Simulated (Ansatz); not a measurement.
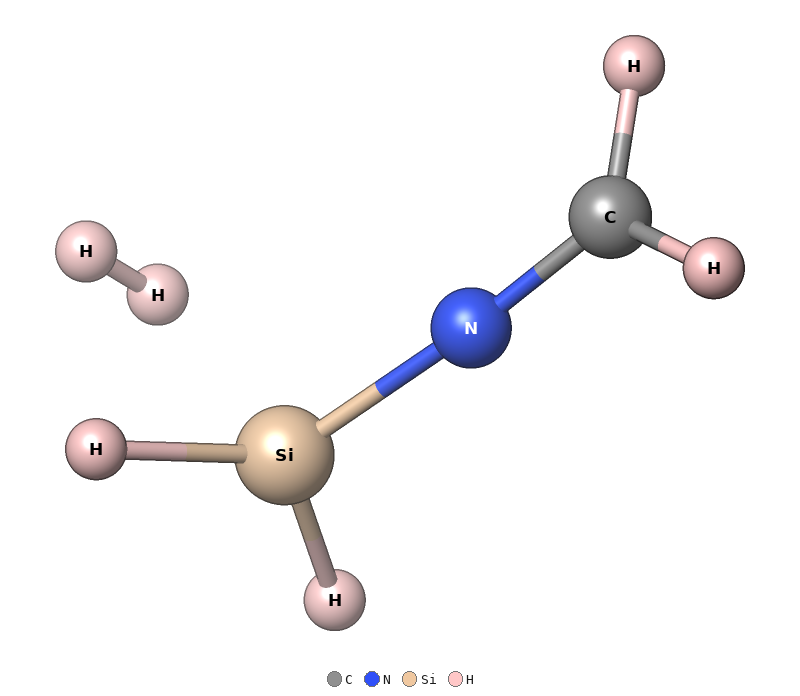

Atoms fade into the background with distance from the viewer. The species has charge +1 and is a spin singlet. Computed geometry: PBE-D4/def2-SVP optimisation. No frequency run is at hand to confirm it as a minimum.

Q: List the symmetry elements and name the point group.

A: It has 1 mirror plane, so the point group is Cs. The group has 2 operations. The geometry is achiral, and symmetry allows a dipole moment.
